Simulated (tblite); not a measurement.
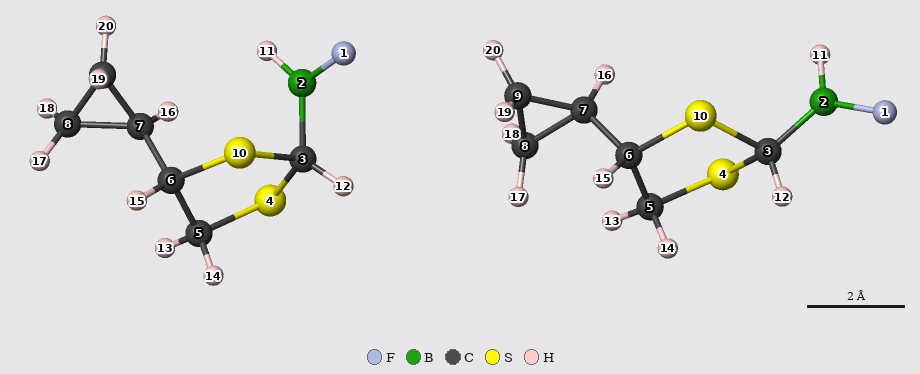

Two geometries of C$_{6}$H$_{10}$BFS$_{2}$, drawn at one scale. One is the start of a relaxation, the other its converged end. A ball-and-stick model, seen face on.

Theory: GFN2-xTB geometry optimisation, gas phase in tblite 0.8.0. 

> Which of the two is the end point?

The left one is the relaxed one. After 144 geometry steps the energy has fallen by 1.042 eV. F1 moves most after the best rigid fit: 2.09 Å. Largest moves by element: F 2.09 Å, H 1.94 Å, B 1.35 Å, C 1.02 Å, S 0.80 Å. Some distances before and after: B2–S10 2.841 → 2.293 Å, F1–B2 1.467 → 1.327 Å, C6–S10 1.806 → 1.851 Å, C8–H17 1.115 → 1.080 Å. Among the angles between lasting bonds that change: B2–C3–S10 112.9° → 83.9°, S4–C3–S10 98.1° → 109.9°, C3–S10–C6 105.0° → 96.7°. Groups turn about C3–S10 by about 40°, C6–C7 by about 40°, C3–S4 by about 40°.
